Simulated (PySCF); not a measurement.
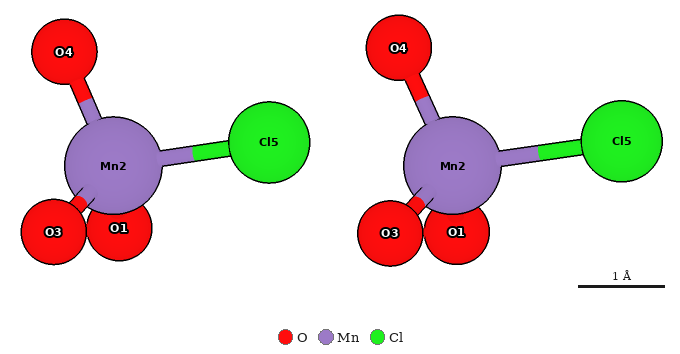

Two geometries of MnO₃Cl, drawn at one scale. One is the start of a relaxation, the other its converged end. The picture is a ball-and-stick view, seen at a tilt.

These are results of PBE0-D3(BJ)/def2-SVP geometry optimisation, gas phase (PySCF), not measurements. 

Which one is relaxed?

Answer. The right one is the relaxed one. The start comes from GFN2-xTB. Its atoms were then displaced at random by about 0.01 Å. The atom that moves furthest after the best rigid fit is Cl5 (0.16 Å). Largest moves by element: Cl 0.16 Å, O 0.10 Å, Mn 0.01 Å. Near-neighbour distances that change, for instance: Mn2–Cl5 1.942 → 2.113 Å, O1–Mn2 1.445 → 1.534 Å, Mn2–O4 1.469 → 1.534 Å, Mn2–O3 1.481 → 1.533 Å. Over 9 geometry steps the energy falls by 88.9 kJ/mol.
